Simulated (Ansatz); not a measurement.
System: H₃ (cation, charge +1), singlet: map of symmetric stretch and bend. Scanned: H-H bond length and H-H-H angle.

Computed with Ansatz (a quantum-chemistry and plane-wave program) with MP2 on RHF/cc-pVDZ, frozen core.

Energy in kJ/mol above the lowest grid point; x is the H-H bond length (Å), y the H-H-H angle (°).

```
y \ x    0.74   0.79   0.82   0.88   0.91   0.96      1   1.04   1.09   1.13   1.17
------  -----  -----  -----  -----  -----  -----  -----  -----  -----  -----  -----
180     188.3  171.1  167.6  172.0  178.7  194.6  210.6  228.8  253.8  275.0  296.9
171.49  187.2  170.0  166.5  171.1  177.8  193.8  209.9  228.1  253.2  274.4  296.4
160.93  182.6  165.6  162.3  167.2  174.1  190.4  206.7  225.2  250.5  272.0  294.1
148.12  172.0  155.5  152.5  158.2  165.5  182.4  199.3  218.3  244.2  266.1  288.7
139.48  161.8  145.6  142.9  149.2  156.8  174.4  191.7  211.2  237.7  260.1  283.1
128.98  146.1  130.2  127.8  134.8  142.8  161.2  179.3  199.5  226.9  249.9  273.5
117.99  126.1  110.2  107.9  115.5  124.0  143.2  162.0  183.0  211.4  235.2  259.7
109.89  109.4   93.2   90.9   98.6  107.3  126.9  146.1  167.7  196.8  221.3  246.5
98.26    84.1   66.4   63.5   70.7   79.3   99.1  118.7  140.7  170.7  196.0  222.0
92.05    70.9   51.6   48.1   54.4   62.8   82.4  101.9  124.0  154.2  179.7  206.0
79.08    49.2   24.2   17.9   20.2   27.0   44.7   63.3   84.7  114.4  139.8  166.2
70       45.8   13.5    3.6    0.0    4.5   19.1   35.7   55.5   83.7  108.2  133.8
```

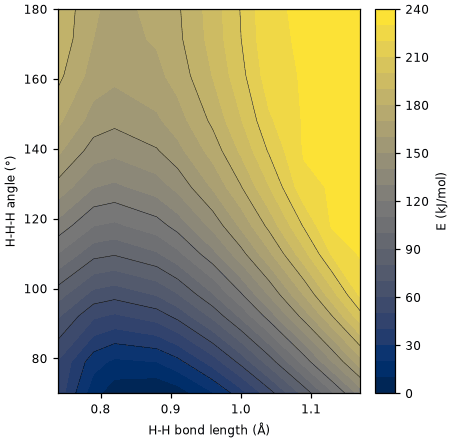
*Energy surface, cut off at 231 kJ/mol.*

Points that lie below all their neighbours on the grid: x = 0.88, y = 70 on the edge of the grid (0.0 kJ/mol).
